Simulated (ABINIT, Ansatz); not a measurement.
# LiCl (Fm-3m): modes at Γ and the response to a field, part 2 of 2

Aim: the zone-centre modes of LiCl (Fm-3m).

ABINIT 10.8.3; DFT LDA, scalar-relativistic, plane waves, PseudoDojo norm-conserving pseudopotentials.

So far. Step 5 (Linear response at Γ): The acoustic modes at Γ come out as far as 0.6 cm⁻¹ from zero, where they should vanish, a small numerical error; the Born charges miss their sum rule by 5.3e-4 e, which is good. The relaxed cell has a = 4.964 Å (conventional setting).

The database entry behind the starting cell differs from later determinations by our own check (0.1 to 0.3 % short, probably kX units), so it need not match the best structure at ambient conditions.

### 6. Zone-centre analysis

anaddb reads the merged derivatives, imposes the acoustic sum rule and charge neutrality, and adds the LO-TO term along chosen directions.

anaddb.abi reads:

```
ddb_filepath "gamma_DDB"
output_file "anaddb.abo"
outdata_prefix "anaddb"
asr 1
chneut 1
enunit 2
eivec 1
nph1l 1
qph1l 0.0 0.0 0.0 1.0
dieflag 1
nph2l 3
qph2l 
    1.0 0.0 0.0 0.0
    0.0 0.0 1.0 0.0
    1.0 1.0 1.0 0.0
```

mrgddb.in reads:

```
gamma_DDB
merged
2
dfpt_gammao_DS2_DDB
gso_DDB
```

On the command line:

```sh
$ mrgddb < mrgddb.in > mrgddb.log
$ OMP_NUM_THREADS=1 anaddb anaddb.abi > anaddb.log
```

anaddb.abo, the main output file:

```text
[banners, grids, parts of the stress and lines that vanish by symmetry left out]
-outvars_anaddb: echo values of input variables ----------------------

 Flags :
[...]
Dielectric Tensor and Effective Charges
[...]
Effective charge tensors after
[...]
Phonon wavevector (reduced coordinates) :  0.00000  0.00000  0.00000
 Phonon energies in Hartree :
[...]
Phonon energies in meV     :
-  0.000000E+00  0.000000E+00  0.000000E+00  2.834744E+01  2.834744E+01
-  2.834744E+01
 Phonon frequencies in cm-1    :
-  0.000000E+00  0.000000E+00  0.000000E+00  2.286375E+02  2.286375E+02
-  2.286375E+02
 Phonon frequencies in Thz     :
-  0.000000E+00  0.000000E+00  0.000000E+00  6.854381E+00  6.854381E+00
-  6.854381E+00
 Phonon energies in Kelvin  :
-  0.000000E+00  0.000000E+00  0.000000E+00  3.289584E+02  3.289584E+02
-  3.289584E+02
[...]
-  1  0.00000000E+00  0.00000000E+00 -3.59724699E-03
-     0.00000000E+00  0.00000000E+00  0.00000000E+00
-  2  0.00000000E+00  0.00000000E+00 -3.59723738E-03
-     0.00000000E+00  0.00000000E+00  0.00000000E+00
[...]
-  1  0.00000000E+00 -3.59724699E-03  0.00000000E+00
-     0.00000000E+00  0.00000000E+00  0.00000000E+00
-  2  0.00000000E+00 -3.59723738E-03  0.00000000E+00
-     0.00000000E+00  0.00000000E+00  0.00000000E+00
[...]
-  1  3.59724699E-03  0.00000000E+00  0.00000000E+00
-     0.00000000E+00  0.00000000E+00  0.00000000E+00
-  2  3.59723738E-03  0.00000000E+00  0.00000000E+00
-     0.00000000E+00  0.00000000E+00  0.00000000E+00
[...]
-  1  6.00879019E-07 -1.83202646E-07  8.12985374E-03
-     0.00000000E+00  0.00000000E+00  0.00000000E+00
-  2 -1.17641602E-07  0.00000000E+00 -1.59168316E-03
-     0.00000000E+00  0.00000000E+00  0.00000000E+00
[...]
-  1  1.56273172E-07 -8.12985376E-03 -1.83214197E-07
-     0.00000000E+00  0.00000000E+00  0.00000000E+00
-  2  0.00000000E+00  1.59168316E-03  0.00000000E+00
-     0.00000000E+00  0.00000000E+00  0.00000000E+00
[...]
-  1  8.12985374E-03  1.56286713E-07 -6.00875497E-07
-     0.00000000E+00  0.00000000E+00  0.00000000E+00
-  2 -1.59168316E-03  0.00000000E+00  1.17640912E-07
-     0.00000000E+00  0.00000000E+00  0.00000000E+00
[...]
-     1         -0.000000     0.000000    -0.000002     0.000002
-     2          0.000000    -0.000002    -0.000000     0.000002
-     3          0.000002     0.000000     0.000000     0.000002
-     4          0.000101    -0.000031     1.368518     1.368518
-     5          0.000026    -1.368518    -0.000031     1.368518
-     6          1.368518     0.000026    -0.000101     1.368518
[...]
-   1     Real    0.0000E+00  0.0000E+00  0.0000E+00  0.0000E+00  0.0000E+00  0.0000E+00  0.0000E+00
[...]
-   2     Real    0.0000E+00  0.0000E+00  0.0000E+00  0.0000E+00  0.0000E+00  0.0000E+00  0.0000E+00
[...]
-   3     Real    0.0000E+00  0.0000E+00  0.0000E+00  0.0000E+00  0.0000E+00  0.0000E+00  0.0000E+00
[...]
-   4     Real    7.0212E-13  6.5268E-14  1.2853E-04 -2.1407E-13  9.4996E-09 -2.8964E-09  1.2853E-04
[...]
-   5     Real    4.7490E-14  1.2853E-04  6.5276E-14 -2.4706E-09 -5.5678E-14  2.8965E-09  1.2853E-04
[...]
-   6     Real    1.2853E-04  4.7499E-14  7.0211E-13  2.4708E-09 -9.4996E-09 -1.8262E-13  1.2853E-04
[...]
Phonon at Gamma, with non-analyticity in the
[...]
Phonon energies in Hartree :
[...]
Phonon energies in meV     :
-  0.000000E+00  0.000000E+00  0.000000E+00  2.834744E+01  2.834744E+01
-  5.120116E+01
 Phonon frequencies in cm-1    :
-  0.000000E+00  0.000000E+00  0.000000E+00  2.286375E+02  2.286375E+02
-  4.129652E+02
 Phonon frequencies in Thz     :
-  0.000000E+00  0.000000E+00  0.000000E+00  6.854381E+00  6.854381E+00
-  1.238039E+01
 Phonon energies in Kelvin  :
-  0.000000E+00  0.000000E+00  0.000000E+00  3.289584E+02  3.289584E+02
-  5.941648E+02
[...]
-  1  0.00000000E+00  0.00000000E+00 -3.59724699E-03
-     0.00000000E+00  0.00000000E+00  0.00000000E+00
-  2  0.00000000E+00  0.00000000E+00 -3.59723738E-03
-     0.00000000E+00  0.00000000E+00  0.00000000E+00
[...]
Phonon at Gamma, with non-analyticity in the
[...]
Phonon energies in Hartree :
[...]
Phonon energies in meV     :
-  0.000000E+00  0.000000E+00  0.000000E+00  2.834744E+01  2.834744E+01
-  5.120116E+01
 Phonon frequencies in cm-1    :
-  0.000000E+00  0.000000E+00  0.000000E+00  2.286375E+02  2.286375E+02
-  4.129652E+02
 Phonon frequencies in Thz     :
-  0.000000E+00  0.000000E+00  0.000000E+00  6.854381E+00  6.854381E+00
-  1.238039E+01
 Phonon energies in Kelvin  :
-  0.000000E+00  0.000000E+00  0.000000E+00  3.289584E+02  3.289584E+02
-  5.941648E+02
[...]
Phonon at Gamma, with non-analyticity in the
[...]
Phonon energies in Hartree :
[...]
Phonon energies in meV     :
-  0.000000E+00  0.000000E+00  0.000000E+00  2.834744E+01  2.834744E+01
-  5.120116E+01
 Phonon frequencies in cm-1    :
-  0.000000E+00  0.000000E+00  0.000000E+00  2.286375E+02  2.286375E+02
-  4.129652E+02
 Phonon frequencies in Thz     :
-  0.000000E+00  0.000000E+00  0.000000E+00  6.854381E+00  6.854381E+00
-  1.238039E+01
 Phonon energies in Kelvin  :
-  0.000000E+00  0.000000E+00  0.000000E+00  3.289584E+02  3.289584E+02
-  5.941648E+02
[...]
-  1  1.80023450E-04 -3.56457861E-03 -4.48933927E-04
-     0.00000000E+00  0.00000000E+00  0.00000000E+00
-  2  1.80020601E-04 -3.56457145E-03 -4.48935095E-04
-     0.00000000E+00  0.00000000E+00  0.00000000E+00
[...]
-  1  3.59123806E-03  1.65548048E-04  1.25592334E-04
-     0.00000000E+00  0.00000000E+00  0.00000000E+00
-  2  3.59123086E-03  1.65550004E-04  1.25594396E-04
-     0.00000000E+00  0.00000000E+00  0.00000000E+00
[...]
-  1  1.10926595E-03  5.11320682E-03 -6.22247276E-03
-     0.00000000E+00  0.00000000E+00  0.00000000E+00
-  2 -2.17174870E-04 -1.00107646E-03  1.21825133E-03
-     0.00000000E+00  0.00000000E+00  0.00000000E+00
[...]
-  1  6.54465766E-03 -4.23298132E-03 -2.31167634E-03
-     0.00000000E+00  0.00000000E+00  0.00000000E+00
-  2 -1.28132949E-03  8.28743702E-04  4.52585793E-04
-     0.00000000E+00  0.00000000E+00  0.00000000E+00
[...]
Direction                     Dielectric constant
[...]
0.00000   0.00000   1.00000     10.39701396
   1.00000   1.00000   1.00000     10.39701396
-
```

Run time: 0.71 s. Hardware: 1 thread of Intel Xeon at 2.70GHz, shared host.

This step gave:

* mean static dielectric constant: 10.40
* highest mode moved by the LO-TO term: 413.0 cm⁻¹

No LO-TO term; unit eigenvectors of the mass-weighted matrix, from anaddb's displacements. Modes at Γ, with each element's share of the kinetic energy:

| mode | frequency (cm⁻¹) | symmetry | Li % | Cl % |
| --- | --- | --- | --- | --- |
| 1 | 0.0 | acoustic | 16 | 84 |
| 2 | 0.0 | acoustic | 16 | 84 |
| 3 | 0.0 | acoustic | 16 | 84 |
| 4 | 228.6 | T1u | 84 | 16 |
| 5 | 228.6 | T1u | 84 | 16 |
| 6 | 228.6 | T1u | 84 | 16 |

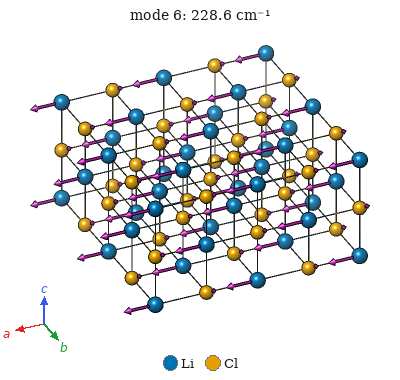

Displacement patterns of mode 6 at Γ; arrows are exaggerated. 2×2×1 conventional cells are drawn. Some periodic images of atoms are drawn too.

Trace of the oscillator strength, degenerate modes summed. Infrared lines, with heights relative to the strongest:

| position (cm⁻¹) | lines merged | IR intensity, relative |
| --- | --- | --- |
| 229 | 3 | 100 |

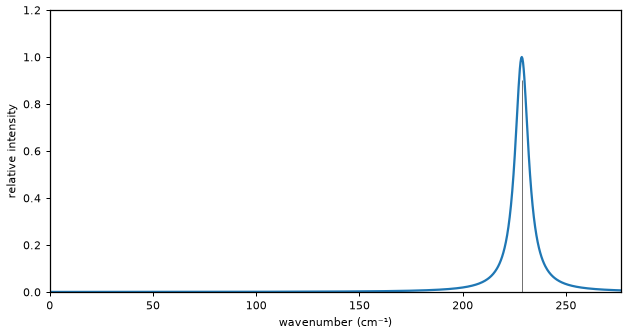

The infrared spectrum, broadened with Lorentzians of width 8 cm⁻¹; bars mark the lines.

Static dielectric tensor (ions relaxed, fixed cell):

```
10.40  0.00  0.00
 0.00 10.40  0.00
 0.00  0.00 10.40
```

The rule moves no optical mode by more than 0.1 cm⁻¹.

### 7. A second program

The same cell, potentials and cutoff go through another code, on another k mesh. Its k mesh is centred on Γ.

This step: DFT LDA, scalar-relativistic, plane waves, PseudoDojo norm-conserving pseudopotentials (Ansatz 0.2.0).

input.yaml reads:

```yaml
crystal:
  lattice:
    - [0.0, 2.4822199141, 2.4822199141]
    - [2.4822199141, 0.0, 2.4822199141]
    - [2.4822199141, 2.4822199141, 0.0]
  atoms:
    - { symbol: Li, position: [0.0, 0.0, 0.0] }
    - { symbol: Cl, position: [0.5, 0.5, 0.5] }
kpoints:
  mp_grid: { grid: [8, 8, 8] }
hamiltonian:
  xc: lda
  pseudopotentials: { kind: nc, accuracy: standard }
scf:
  occupations: { method: fixed }
output:
  eigenvalues: true
basis:
  ecutwfc: 897.976
phonons:
  method: dfpt
  dielectric: true
  rigid_motions: translations
```

On the command line:

```sh
$ ansatz run input.yaml --threads 2 --pin off --max-ram 4096MiB --backend cpu --events-out ev --progress --plain --runs-dir out
```

What it wrote:

```text
Warning: basis.ecutwfc = 897.976 eV is below the records' recommended 1006.821291 eV, and the density's cutoff is lower with it unless basis.ecutrho_ratio is high enough to keep the records' density cutoff: compare with a run at a higher cutoff
Engine: ansatz 0.2.0, x86_64-unknown-linux-gnu
Pseudopotentials: kind: nc
Pseudopotential: Li, nc, valence charge 3, recommended cutoff 1006.821291 eV (normal), Li.nc.azcp (PseudoDojo's, or run here from an input of PseudoDojo's; its table is named by hamiltonian.pseudopotentials.accuracy)
Pseudopotential: Cl, nc, valence charge 7, recommended cutoff 761.918815 eV (normal), Cl.nc.azcp (PseudoDojo's, or run here from an input of PseudoDojo's; its table is named by hamiltonian.pseudopotentials.accuracy)
Functional definition: SPW92
  exchange = slater_x
  correlation = pw_c
Crystal: 2 atoms, lattice volume = 30.588 Å³
Basis set: ecut = 897.976 eV, 1893 PW (Γ), exchange–correlation on 72×72×72 points (8 copies of the dense FFT grid, shifted against one another)
Bands: 9, of which v1, the nominal top of the filled ones, is band 5 counted from 1 (4 counted from 0)
Symmetry: 48 space group operations
k-points: 59 of 512 (irreducible under 8 space group operations, time reversal used)
Non-local potential: Li, projectors of the file, l = 0: 2, l = 1: 2
Non-local potential: Cl, projectors of the file, l = 0: 2, l = 1: 2, l = 2: 2
Initial density: superposition of atomic densities (chi_scale 0.1, normalization cell, long waves kept (reshape's long-wave potential 0.00 eV rms))
Initial wavefunctions: pseudopotential atomic-orbital guess
Functional: x = slater, c = lda
SCF iter   1: F=—  HF=-643.810060 eV  |F-HF|=—  |Δ(HF+E_count)|=         —  Δρ=3.70e-2  dr2=2.29e-1  ethr=3.10e-3  ⟨swp⟩=5.0  Hψ=3517  notcnv=0  defer=76
preconditioner: auto → none  [insulator: Δε(μ)=6.265 eV  Ē_g=14.122 eV  n_scr=8 (ndim 8)  ℏωp=19.0 eV  f_vac=0.000  ε∞_Penn≈2.8]
SCF iter   2: F=—  HF=-643.692221 eV  |F-HF|=—  |Δ(HF+E_count)|=   1.18e-1  Δρ=1.43e-2  dr2=3.85e-2  ethr=2.29e-3  ⟨swp⟩=2.6  Hψ=1148  notcnv=0  defer=109
SCF iter   3: F=—  HF=-643.672384 eV  |F-HF|=—  |Δ(HF+E_count)|=   1.98e-2  Δρ=2.62e-3  dr2=1.46e-3  ethr=3.85e-4  ⟨swp⟩=2.1  Hψ=953  notcnv=0  defer=113
SCF iter   4: F=—  HF=-643.671911 eV  |F-HF|=—  |Δ(HF+E_count)|=   4.73e-4  Δρ=9.92e-4  dr2=5.33e-5  ethr=1.46e-5  ⟨swp⟩=3.6  Hψ=969  notcnv=0  defer=113
SCF iter   5: F=—  HF=-643.671914 eV  |F-HF|=—  |Δ(HF+E_count)|=   3.04e-6  Δρ=2.78e-5  dr2=7.85e-8  ethr=5.33e-7  ⟨swp⟩=1.4  Hψ=558  notcnv=0  defer=111
SCF iter   6: F=—  HF=-643.671919 eV  |F-HF|=—  |Δ(HF+E_count)|=   5.58e-6  Δρ=2.50e-6  dr2=1.33e-9  ethr=7.85e-10  ⟨swp⟩=2.4  Hψ=817  notcnv=0  defer=18
SCF iter   7: F=-643.671919 eV  HF=-643.671919 eV  |F-HF|=2.96e-12  |Δ(HF+E_count)|=  3.64e-10  Δρ=1.75e-7  dr2=5.79e-12  ethr=1.00e-12  ⟨swp⟩=9.6  Hψ=4237  notcnv=0
SCF 1 converged in 7 iterations: F = -643.671919 eV  dr2 = 5.79e-12
DFPT response loops at Γ: preconditioner auto → none (the input reference at scf.mixing.eps_inf says where Resta's filter doesn't serve); β = 0.50; Broyden in place of MSR1
SCF converged after 7 iterations
Free energy (F): -643.671919 eV
Harris-Foulkes:  -643.671919 eV  (|F-HF|=2.96e-12)
Internal energy: -643.671919 eV  (E = F + TS)
E sigma→0 (E₀):  -643.671919 eV
Fermi energy:    2.354434 eV
--- Per-component energies (eV) ---
  E_band       = -96.202654
  E_kinetic    = 292.550129
  E_local      = -352.941328  (includes V_loc(G=0)·N_el)
  E_nonlocal   = -60.322234
  E_hartree    = 95.215008
  E_xc         = -166.134905
  E_vxc        = -165.919261  (∫ρ·V_xc dr)
  E_ewald      = -452.038589
  E_smearing   = -0.000000  (= −TS)
  E_closure    = -0.000000  (closes the sum)
  Σ components = -643.671919   (vs F -643.671919, Δ=0.00e0)
--- Band table (eV; the first three rows and the last of 59) ---
  k-point 0: bands = ["-39.9544", "-11.3654", "2.3544", "2.3544", "2.3544", "8.9526", "13.9949", "13.9949", "13.9949"]
  k-point 1: bands = ["-39.9535", "-11.2715", "1.7336", "2.3048", "2.3048", "9.4131", "13.2778", "13.9515", "13.9515"]
  k-point 2: bands = ["-39.9515", "-11.0292", "0.4972", "2.1927", "2.1927", "9.5868", "12.7884", "12.7884", "13.4723"]
  k-point 58: bands = ["-39.9469", "-10.3191", "-0.2185", "-0.2185", "1.0905", "11.9904", "12.3641", "12.7741", "12.7741"]
--- Phonons (Γ-DFPT): 2 representative perturbations + reference, on 59 of 512 k-points (Σ response iterations 6) ---
  k mesh reduced under 8 symmetry operations, with k and −k counted as one. Each operation leaves every solved perturbation unchanged. A smaller set is not considered because the run solves the response to a homogeneous field
  ASR residual: 3.558e-4 → 0.000e0 eV/Å²; symmetrization residual: 1.553e-7 eV/Å²
  ASR residual per site (eV/Å²): 9.66e-6 3.56e-4
  Γ frequencies (cm⁻¹): 0.00 0.00 0.00 228.65 228.65 228.65
  ε∞ (high-frequency dielectric tensor):
        3.186087    -0.000000     0.000000
        0.000000     3.186087    -0.000000
        0.000000     0.000000     3.186087
  ε⁰ (static dielectric tensor: ions relaxed, cell fixed):
       10.392782     0.000000    -0.000000
        0.000000    10.392782    -0.000000
       -0.000000    -0.000000    10.392782
  ε⁰ − ε∞ (ionic part):
        7.206695     0.000000    -0.000000
        0.000000     7.206695    -0.000000
       -0.000000    -0.000000     7.206695
  softest optical mode at Γ: 228.65 cm⁻¹; the repairs (sum rule, projections) moved no ω² at Γ by more than (1.66 cm⁻¹)²
  Born effective charges Z* (e; rows j = field, columns β = displacement):
    site 0:
         1.16591    0.00000   -0.00000
        -0.00000    1.16591   -0.00000
         0.00000   -0.00000    1.16591
    site 1:
        -1.16591   -0.00000    0.00000
         0.00000   -1.16591    0.00000
         0.00000    0.00000   -1.16591
  Z* charge neutrality: 2.002e-5 e pre-enforcement
  k-mesh period / interband length: 28.1 Å / 1.34 Å = 20.92 at k = (0.0000, 0.0000, -0.5000), direct gap 6.797 eV — 14 or more, which is no proof of convergence
  optical modes at Γ without the LO–TO term, one row a degenerate level:
      ω (cm⁻¹)  modes    IR ((D/Å)²/amu)
        228.65      3            16.2106
  optical modes at Γ + LO–TO along q̂ = [1.0000, 0.0000, 0.0000]:
      ω (cm⁻¹)  modes    IR ((D/Å)²/amu)
        228.65      2            10.8071
        412.96      1             5.4035
  optical modes at Γ + LO–TO along q̂ = [0.0000, 1.0000, 0.0000]:
      ω (cm⁻¹)  modes    IR ((D/Å)²/amu)
        228.65      2            10.8071
        412.96      1             5.4035
  optical modes at Γ + LO–TO along q̂ = [0.0000, 0.0000, 1.0000]:
      ω (cm⁻¹)  modes    IR ((D/Å)²/amu)
        228.65      2            10.8071
        412.96      1             5.4035
```

Run time: 14 s. Hardware: 2 threads; peak memory 0.46 GiB; 26 s of CPU time.

This step gave:

| Quantity | Value |
| --- | --- |
| sum-rule residual before enforcement | 3.56e-4 eV/Å² |
| miss of the charge sum rule | 2.00e-5 e |
| highest optical zone-centre mode (no LO-TO term) | 228.7 cm⁻¹ |
| lowest optical zone-centre mode | 228.7 cm⁻¹ |
| mean high-frequency dielectric constant | 3.186 |
| mean static dielectric constant | 10.39 |

Transverse modes. Lines of the infrared spectrum (strongest = 100):

| position (cm⁻¹) | label | IR intensity ((D/Å)²/amu), degenerate modes summed, relative |
| --- | --- | --- |
| 229 | T1u | 100 |

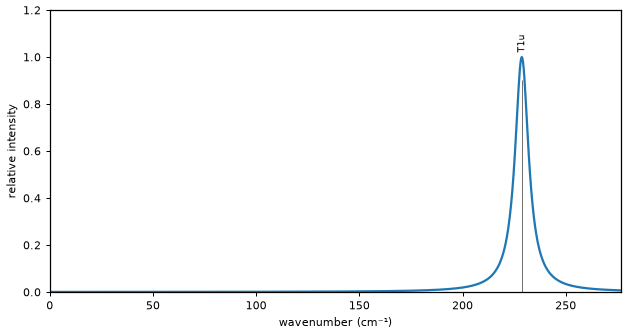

The infrared spectrum, broadened with Lorentzians of width 8 cm⁻¹; bars mark the lines.

### 8. Side by side: ABINIT PseudoDojo and Ansatz, PseudoDojo

Worked out from the results:

```
root-mean-square difference : 0.01 cm⁻¹
largest difference          : 0.01 cm⁻¹
```

Frequencies side by side, by row:

| q (reciprocal lattice) | mode | ABINIT PseudoDojo (cm⁻¹) | Ansatz, PseudoDojo (cm⁻¹) |
| --- | --- | --- | --- |
| 0 0 0 | 1 | 0 | 0 |
| 0 0 0 | 2 | 0 | 0 |
| 0 0 0 | 3 | 0 | 0 |
| 0 0 0 | 4 | 228.6 | 228.7 |
| 0 0 0 | 5 | 228.6 | 228.7 |
| 0 0 0 | 6 | 228.6 | 228.7 |

The two runs side by side. Further quantities:

| quantity | ABINIT PseudoDojo | Ansatz, PseudoDojo |
| --- | --- | --- |
| mean ε∞ | 3.187 | 3.186 |
| largest Born charge in size (e; the first before, the second after the charge sum rule) | 1.166 | 1.166 |
| summed IR intensity ((D/Å)²/amu) | 16.22 | 16.21 |

At the zone centre the largest difference (acoustic modes at Γ apart) is 0.004 % of the highest mode.

### 9. Summary of results

| Quantity | Value |
| --- | --- |
| space group after relaxation | Fm-3m |
| volume per atom | 15.3 Å³ |
| highest optical zone-centre mode (no LO-TO term) | 228.6 cm⁻¹ |
| highest mode moved by the LO-TO term | 413.0 cm⁻¹ |
| mean high-frequency dielectric constant | 3.19 |
| largest Born charge in size (third of the trace) | 1.17 e |
| mean static dielectric constant | 10.4 |
| imaginary optical modes at the zone centre (no q mesh in this session) | none |
| largest difference from Ansatz, PseudoDojo | 0.01 cm⁻¹ |

What this shows: At the LDA level the optical modes of LiCl (Fm-3m) at the zone centre (no LO-TO term) lie at 229 cm⁻¹. Along the directions run, the highest mode that the macroscopic field moves lies at 413 cm⁻¹. Lattice motion raises the mean dielectric constant from 3.187 to 10.40. The Born charge of Li is 1.166 e against a formal charge of +1, somewhat above it. The Lyddane-Sachs-Teller relation holds: (ωLO/ωTO)² is 3.26 and ε₀/ε∞ is 3.26. ABINIT PseudoDojo and Ansatz, PseudoDojo agree to 0.01 cm⁻¹ (0.004 % of the highest mode compared) on all solved modes but the acoustic ones at Γ, without the LO-TO term. These are harmonic frequencies at zero temperature: anharmonic shifts and linewidths and thermal expansion are left out. Ansatz warns that the cutoff lies 11 % under the one recommended for these files; agreement at one cutoff is not convergence.

[Host names and launcher messages were left out of these logs when they were recorded.]

[Logs are printed without paths, hosts, clocks, repeated set-up lines and the standing remarks that a program may print on its own settings, such as how far it seeks lower states.]

[Hosts, paths, dates, database ids (printed as entryN), source tags and the programs' standing remarks are cut or masked in the printed files.]
